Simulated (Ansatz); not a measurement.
**Fields on a plane of HgSe (zinc blende)**

```
CELL_PARAMETERS angstrom
      0.00000     3.06666     3.06666
      3.06666     0.00000     3.06666
      3.06666     3.06666     0.00000
ATOMIC_POSITIONS crystal
  Se 0.25000 0.25000 0.25000
  Hg 0.00000 0.00000 0.00000
```

The slice is a {111} plane (indices of the conventional cell) through the point (0.250, 0.250, 0.250) (fractional), spanned by u = [100] and v = [-1 2 0] in vectors of this cell: u (4.34 Å) and v (7.51 Å, at 90° to u). It covers one period; positions are fractions (u, v).

Atoms on it: Se at (0.00, 0.00); Se at (0.50, 0.50). Other atoms lie within 1 Å of the plane.

Method: PBEsol (plane waves to 420 eV, PAW, scalar-relativistic; Ansatz, a quantum-chemistry and plane-wave program). k mesh 9×9×9. Near the nuclei the fields are pseudised (PAW); where an atom keeps semicore shells as valence, they peak there. At this level the bands of HgSe touch or barely overlap. HgSe was relaxed with its symmetry unable to fall. Spin-orbit coupling is left out, though Hg is heavy.

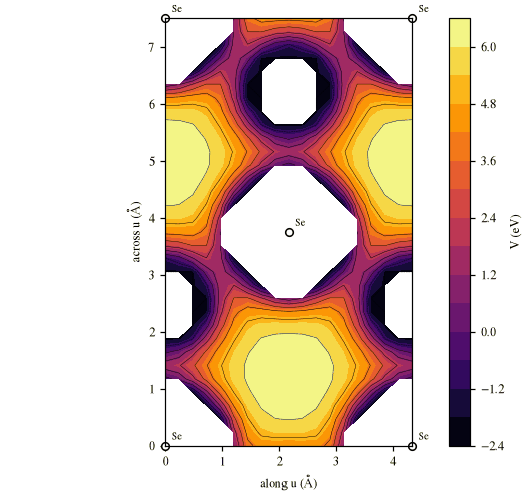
Figure: Electrostatic potential energy of an electron, from the cell's mean, in eV, one period of the plane, atoms marked. Points within 1 Å of a nucleus are left white, as the pseudised field means little there. Values under -2 eV are set to -2. The zero, the cell's mean, hangs on the PAW cores.

```
v \ u  0.00  0.11  0.22  0.33  0.44  0.56  0.67  0.78  0.89
-----  ----  ----  ----  ----  ----  ----  ----  ----  ----
0.88   -0.2  -0.3  -0.5  -0.4   0.0   0.0  -0.4  -0.5  -0.3
0.75   -1.5  -1.4  -1.1  -0.7  -0.3  -0.3  -0.7  -1.1  -1.4
0.62   -1.8  -1.5  -1.0  -0.5  -0.2  -0.2  -0.5  -1.0  -1.5
0.50   -1.0  -0.9  -0.5   0.2   1.4   1.4   0.2  -0.5  -0.9
0.38    0.0  -0.2  -0.5  -0.4  -0.3  -0.3  -0.4  -0.5  -0.2
0.25   -0.3  -0.5  -0.9  -1.3  -1.4  -1.4  -1.3  -0.9  -0.5
0.12   -0.2  -0.3  -0.7  -1.3  -1.7  -1.7  -1.3  -0.7  -0.3
0.00    1.7   0.8  -0.2  -0.7  -1.0  -1.0  -0.7  -0.2   0.8
```

Values: log₁₀ of the valence density in e/Å³. The scale is logarithmic, as a density can span decades between atoms and voids.
